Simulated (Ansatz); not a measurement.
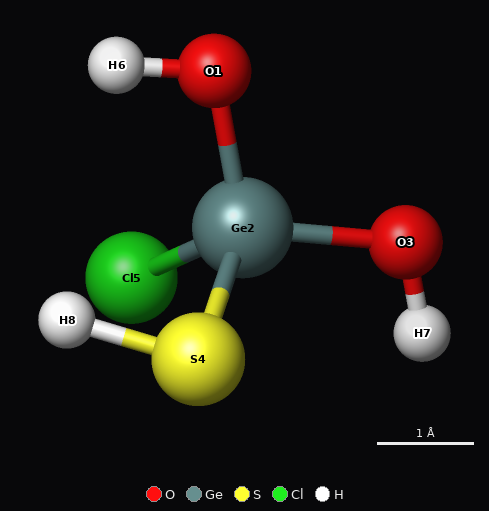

Fig. 1: The structure as given in the input (ball-and-stick view, seen at a tilt; atoms are numbered from 1 in the order of the input). Sticks mark near contacts.

# Geometry relaxation of GeH3SClO2 (part 1 of 2)

The run: geometry relaxation of GeH3SClO2. Method and program: RKS BHLYP/def2-SVP (Ansatz 0.2.0).

It belongs to a series of runs on one base structure; here: end point A relaxed. Figures and captions count atoms from 1; the log counts them from 0 in places.

### Log
```
The last accepted step is kept in [file] (removed where the run ends without a failure and the disk answers)
Engine: ansatz 0.2.0, aarch64-unknown-linux-gnu
Functional definition: BHLYP
  parameter a = 0.5
  exchange = (1 - a)*b88_x + a*exact_x
  correlation = lyp_c
1116 factors; integrals over basis functions are off by at most 3.1e-4 eV
mean field evaluation 1: about -83995.1663 eV, gradient 6.0e1 eV
mean field evaluation 2: about -83990.1603 eV, gradient 8.0e1 eV
mean field evaluation 4: about -84001.5675 eV, gradient 1.6e0 eV
mean field evaluation 8: about -84001.6061 eV, gradient 1.3e-1 eV
mean field evaluation 16: about -84001.6061 eV, gradient 3.8e-5 eV
mean field -84001.60608417 eV, -3087.0020852596 hartree, gradient 3.8e-5 eV, S^2 0.000000; 0 other end points of the search recorded, 0 dependent functions left out
the calculation of the forces begins
reference -84001.60623368 eV, -3087.0020907539 hartree; 42, 42 occupied and 69, 69 virtual orbitals, 1116 factors
relax step   1: F+E_penalty+E_count = -84001.60608417 eV  Δ(F+E_penalty+E_count) = +0.000e0 eV  max|allowed force component| = 3.240e0 eV/Å  Δτ_max = 0.0000 Å  (28 SCF iters, accepted)
these checks for a lower state are left out or cut short: starts, cluster_reference, orbital_swaps, neighbouring_geometries, increment
1116 factors; integrals over basis functions are off by at most 2.8e-4 eV
mean field -84001.94941439 eV, -3087.0147024123 hartree, gradient 1.8e-5 eV, S^2 0.000000; 0 other end points of the search recorded, 0 dependent functions left out
[... from here on the field's lines of each further geometry are left out, up to the last ...]
relax step   2: F+E_penalty+E_count = -84001.94941439 eV  Δ(F+E_penalty+E_count) = -3.433e-1 eV  max|allowed force component| = 1.268e0 eV/Å  Δτ_max = 0.1948 Å  (31 SCF iters, accepted)
relax step   3: F+E_penalty+E_count = -84002.00139735 eV  Δ(F+E_penalty+E_count) = -5.198e-2 eV  max|allowed force component| = 9.320e-1 eV/Å  Δτ_max = 0.1686 Å  (31 SCF iters, accepted)
relax step   4: F+E_penalty+E_count = -84002.06571225 eV  Δ(F+E_penalty+E_count) = -6.431e-2 eV  max|allowed force component| = 3.635e-1 eV/Å  Δτ_max = 0.1127 Å  (30 SCF iters, accepted)
relax step   5: F+E_penalty+E_count = -84002.08599429 eV  Δ(F+E_penalty+E_count) = -2.028e-2 eV  max|allowed force component| = 3.175e-1 eV/Å  Δτ_max = 0.1692 Å  (31 SCF iters, accepted)
relax step   6: F+E_penalty+E_count = -84002.10052075 eV  Δ(F+E_penalty+E_count) = -1.453e-2 eV  max|allowed force component| = 1.003e-1 eV/Å  Δτ_max = 0.1029 Å  (31 SCF iters, accepted)
relax step   7: F+E_penalty+E_count = -84002.10111746 eV  Δ(F+E_penalty+E_count) = -5.967e-4 eV  max|allowed force component| = 4.306e-1 eV/Å  Δτ_max = 0.0993 Å  (31 SCF iters, accepted)
relax step   8: F+E_penalty+E_count = -84002.10852976 eV  Δ(F+E_penalty+E_count) = -7.412e-3 eV  max|allowed force component| = 1.647e-1 eV/Å  Δτ_max = 0.0120 Å  (33 SCF iters, accepted)
relax step   9: F+E_penalty+E_count = -84002.11842928 eV  Δ(F+E_penalty+E_count) = -9.900e-3 eV  max|allowed force component| = 1.010e-1 eV/Å  Δτ_max = 0.1352 Å  (30 SCF iters, accepted)
relax step  10: F+E_penalty+E_count = -84002.11864227 eV  Δ(F+E_penalty+E_count) = -2.130e-4 eV  max|allowed force component| = 9.009e-2 eV/Å  Δτ_max = 0.0157 Å  (32 SCF iters, accepted)
relax step  11: F+E_penalty+E_count = -84002.12130269 eV  Δ(F+E_penalty+E_count) = -2.660e-3 eV  max|allowed force component| = 1.129e-2 eV/Å  Δτ_max = 0.0760 Å  (31 SCF iters, accepted)
relax step  12: F+E_penalty+E_count = -84002.12120619 eV  Δ(F+E_penalty+E_count) = +9.650e-5 eV  max|allowed force component| = 1.114e-1 eV/Å  Δτ_max = 0.0423 Å  (32 SCF iters, rejected (line search))
relax step  13: F+E_penalty+E_count = -84002.12146046 eV  Δ(F+E_penalty+E_count) = -1.578e-4 eV  max|allowed force component| = 2.386e-2 eV/Å  Δτ_max = 0.0207 Å  (32 SCF iters, accepted)
relax step  14: F+E_penalty+E_count = -84002.12149325 eV  Δ(F+E_penalty+E_count) = -3.279e-5 eV  max|allowed force component| = 1.731e-2 eV/Å  Δτ_max = 0.0128 Å  (24 SCF iters, accepted)
the calculation of the forces begins
reference -84002.12165878 eV, -3087.0210322772 hartree; 42, 42 occupied and 69, 69 virtual orbitals, 1117 factors
relax step  15: F+E_penalty+E_count = -84002.12150885 eV  Δ(F+E_penalty+E_count) = -1.560e-5 eV  max|allowed force component| = 7.242e-3 eV/Å  Δτ_max = 0.0021 Å  (22 SCF iters, accepted)
1117 factors; integrals over basis functions are off by at most 2.9e-4 eV
mean field evaluation 128: about -84002.1215 eV, gradient 3.6e-5 eV
```

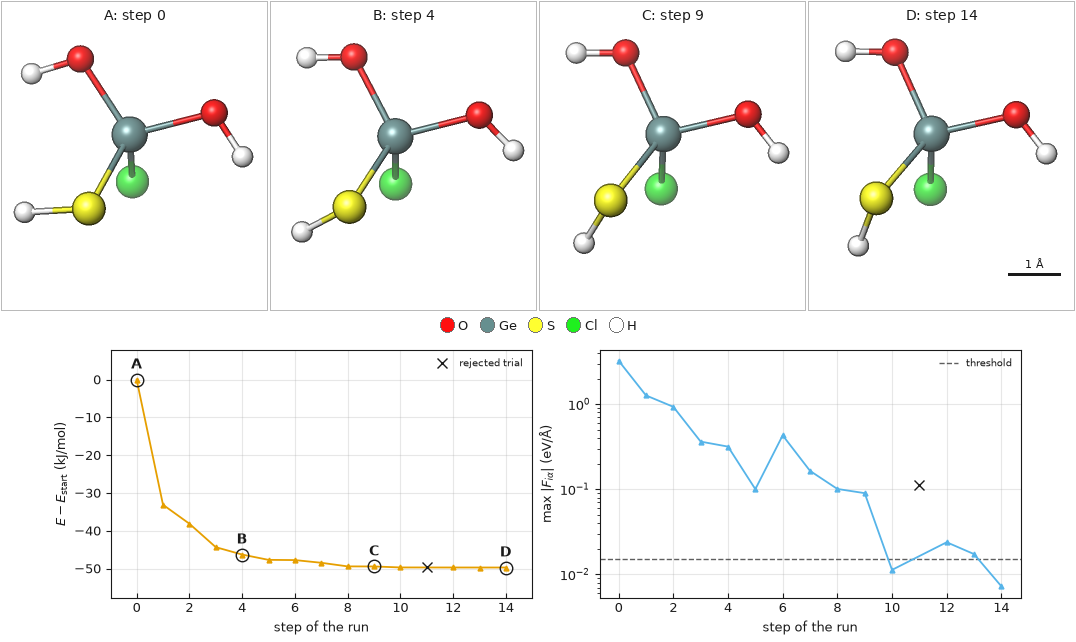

Fig. 2: Frames of the relaxation (ball-and-stick view, seen at a tilt) above the curves, on which the letters mark them (the first geometry is step 0 here and step 1 in the log).

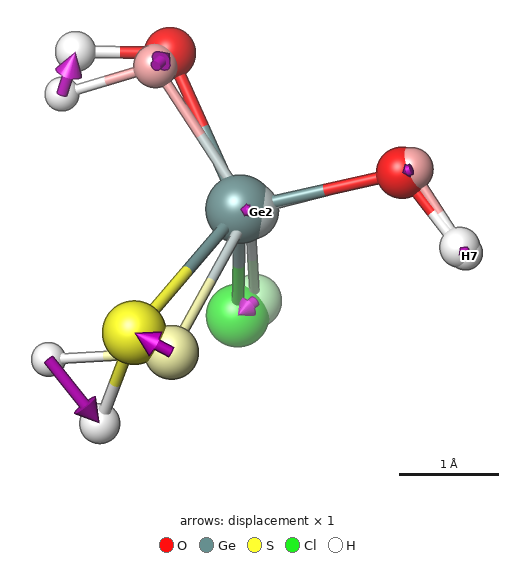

Fig. 3: Start (faint) and end (solid) with the displacements as pink arrows, at true length (ball-and-stick view, seen at a tilt). The two geometries are laid on each other by the best rigid fit. The atom that moves furthest after the best rigid fit is H8 (0.84 Å). By element the largest moves are H 0.84 Å, S 0.43 Å, O 0.27 Å, Cl 0.26 Å, Ge 0.10 Å. Among the contacts that change: S4–H8 1.441 → 1.341 Å, O1–H6 1.042 → 0.955 Å, O3–H7 1.008 → 0.955 Å, Ge2–S4 2.178 → 2.211 Å. Among the angles that change: Ge2–O1–H6 105.5° → 114.8°, Ge2–O3–H7 108.0° → 115.1°, O3–Ge2–S4 108.0° → 113.6°. Over 14 geometry steps the energy falls by 49.7 kJ/mol. The largest force component goes from 3.2 to 0.0072 eV/Å. The line search rejected the trial step at point 11 (counted from 0) and went back. (Atoms are counted from 1 in the order of the input.)

```
mean field -84002.12150885 eV, -3087.0210267674 hartree, gradient 7.9e-5 eV, S^2 0.000000; 1 other end points of the search recorded, 0 dependent functions left out
the calculation of the forces begins
reference -84002.12165878 eV, -3087.0210322772 hartree; 42, 42 occupied and 69, 69 virtual orbitals, 1117 factors
Total energy: -84002.12165878 eV, -3087.0210322772 hartree
Atom 0 at    -0.500014     1.446577     1.035044 Å, force     0.004141    -0.001031     0.001025 eV/Å
Atom 1 at     0.144910     0.178467     0.035513 Å, force     0.001798     0.002214     0.003834 eV/Å
Atom 2 at     1.799114     0.081423     0.562061 Å, force    -0.005992     0.003145     0.000077 eV/Å
Atom 3 at    -0.963054    -1.723407     0.242444 Å, force    -0.002016     0.001156    -0.007242 eV/Å
Atom 4 at     0.066025     0.733533    -2.046248 Å, force    -0.000466    -0.000244    -0.001190 eV/Å
Atom 5 at    -1.452693     1.459296     1.099875 Å, force    -0.004226    -0.000210    -0.001051 eV/Å
Atom 6 at     2.352149    -0.509668     0.055442 Å, force     0.005109    -0.004085    -0.001912 eV/Å
Atom 7 at    -1.354436    -1.723222    -1.040031 Å, force     0.001651    -0.000946     0.006458 eV/Å
Dipole moment:    -0.247620    -0.336719    -0.212092 e Å
```

### Trajectory as extended XYZ (Å, eV, eV/Å), 15 frames, from step=1 to step=15
```
8
Properties=species:S:1:pos:R:3:forces:R:3 step=1 energy=-84001.60608
O    -0.6602    1.2221    1.0794   -3.2401   0.3163  -1.7218
Ge    0.2415    0.1683    0.0229    0.7754   0.1023  -0.0893
O     1.8905    0.0785    0.6225    0.7637  -1.4165  -1.6669
S    -0.5928   -1.8432    0.0434   -2.1152   0.3446  -0.8588
Cl    0.2593    0.9260   -2.0209   -0.0793  -0.0396   0.4234
H    -1.6143    1.2827    0.6654    3.0977   0.0575   1.6630
H     2.4079   -0.5397    0.0174   -0.9980   1.5252   1.5249
H    -1.8399   -1.3517   -0.4860    1.7958  -0.8899   0.7255
8
Properties=species:S:1:pos:R:3:forces:R:3 step=2 energy=-84001.94941
O    -0.5959    1.3346    1.0185   -1.2002  -0.6066  -0.5476
Ge    0.2244    0.1084    0.0566    0.1647   0.7859  -0.0753
O     1.8881    0.1019    0.6122   -0.1646  -0.7372  -0.4839
S    -0.6717   -1.9101   -0.0059   -0.6037   0.1563  -0.0808
Cl    0.2170    0.9243   -1.9428   -0.0366  -0.1063  -0.1331
H    -1.5354    1.3838    0.7315    1.2683   0.1372   0.5601
H     2.4259   -0.4759    0.0488   -0.2059   0.4826   0.4864
H    -1.8604   -1.5238   -0.5749    0.7780  -0.1119   0.2740
8
Properties=species:S:1:pos:R:3:forces:R:3 step=3 energy=-84002.00140
O    -0.5548    1.2619    1.0623   -0.9320   0.1854  -0.2525
Ge    0.1733    0.0932    0.0057    0.0887  -0.6650   0.8116
O     1.7778    0.0462    0.6450    0.8020  -0.3393  -0.3962
S    -0.7014   -1.9597    0.0608   -0.2016   0.8142  -0.2894
Cl    0.1667    0.8444   -1.9708   -0.0887   0.1920  -0.6938
H    -1.4458    1.4975    0.7769    0.4164   0.0309   0.3387
H     2.4074   -0.3591    0.0387   -0.1528   0.1920   0.3919
H    -1.7312   -1.4813   -0.6744    0.0680  -0.4102   0.0898
8
Properties=species:S:1:pos:R:3:forces:R:3 step=4 energy=-84002.06571
O    -0.5800    1.2725    1.0730    0.1985  -0.2313  -0.1765
Ge    0.1989    0.1151    0.0202   -0.1203  -0.0886   0.3635
O     1.8197    0.0436    0.6465   -0.1511  -0.0003  -0.0378
S    -0.6943   -1.9146    0.0341   -0.1373   0.1765  -0.0613
Cl    0.1721    0.8754   -1.9848   -0.0111   0.0712  -0.1650
H    -1.4496    1.5033    0.7656   -0.2872   0.1853   0.0546
H     2.4257   -0.3833    0.0496    0.2595  -0.0891  -0.0572
H    -1.8004   -1.5691   -0.6602    0.2490  -0.0237   0.0796
8
Properties=species:S:1:pos:R:3:forces:R:3 step=5 energy=-84002.08599
O    -0.5694    1.3019    1.0519    0.0909   0.1030   0.1492
Ge    0.1774    0.1095    0.0344    0.1576   0.2248  -0.1370
O     1.8146    0.0348    0.6066   -0.0104   0.0679   0.1978
S    -0.7542   -1.8668    0.1263   -0.1040  -0.3175   0.0347
Cl    0.1429    0.8369   -1.9929   -0.0496  -0.0328  -0.0832
H    -1.4771    1.5204    0.8579   -0.0430  -0.0280  -0.0239
H     2.4500   -0.4060    0.0487   -0.0378  -0.0402  -0.0810
H    -1.6922   -1.5877   -0.7889   -0.0036   0.0229  -0.0567
8
Properties=species:S:1:pos:R:3:forces:R:3 step=6 energy=-84002.10052
O    -0.5390    1.3494    1.0525    0.0393   0.0004   0.0134
Ge    0.1746    0.1268    0.0403   -0.0509  -0.0558  -0.0169
O     1.8092    0.0294    0.6229   -0.0037   0.0452   0.0041
S    -0.7980   -1.8584    0.1565   -0.0611   0.0995  -0.0894
Cl    0.1217    0.8020   -2.0081   -0.0052  -0.0398   0.0109
H    -1.4686    1.5161    0.9119    0.0042  -0.0318   0.0091
H     2.4296   -0.3989    0.0364   -0.0230  -0.0135   0.0024
H    -1.6375   -1.6235   -0.8684    0.1003  -0.0042   0.0663
8
Properties=species:S:1:pos:R:3:forces:R:3 step=7 energy=-84002.10112
O    -0.5228    1.3797    1.0518   -0.3213   0.0540  -0.0329
Ge    0.1662    0.1361    0.0489   -0.0219  -0.1020  -0.0440
O     1.8061    0.0386    0.6163    0.0497   0.0424  -0.0309
S    -0.8317   -1.8356    0.1836   -0.2953   0.1959  -0.4306
Cl    0.0971    0.7472   -2.0218    0.0069   0.0016   0.0540
H    -1.4721    1.5084    0.9698    0.3625  -0.0913   0.0296
H     2.4179   -0.4113    0.0353   -0.0686   0.0126   0.0355
H    -1.5687   -1.6201   -0.9399    0.2880  -0.1133   0.4193
```
